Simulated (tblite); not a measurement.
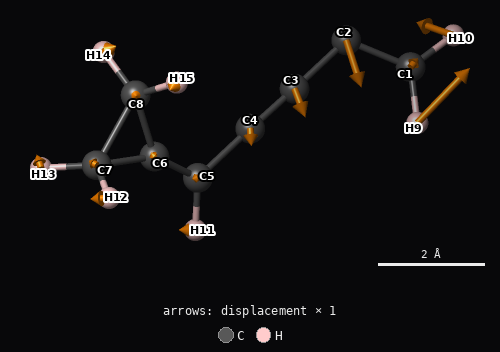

This is a relaxation of C8H7 (multiplicity 2). The starting structure is drawn; orange arrows show the displacements, at their true length. The two geometries are superimposed by the best rigid fit.

Style: ball-and-stick. Shown at a tilt.

These are results of tblite, GFN2-xTB geometry optimisation, gas phase, not measurements. 

Which element moves most?

Answer. Hydrogen: up to 1.44 Å, against 0.95 Å for carbon.

What happened in the run?

Answer. After 99 geometry steps the energy has fallen by 28.1 kcal/mol. The atom that moves furthest after the best rigid fit is H9 (1.44 Å). Largest moves by element: H 1.44 Å, C 0.95 Å. Near-neighbour distances that change, for instance: C2–C3 1.430 → 1.295 Å, C4–C5 1.457 → 1.375 Å, C7–H13 1.128 → 1.083 Å, C1–C2 1.338 → 1.298 Å. Bond angles that change, for instance: C1–C2–C3 116.3° → 179.3°, H14–C8–H15 120.0° → 113.0°, C5–C6–C7 155.0° → 148.1°.
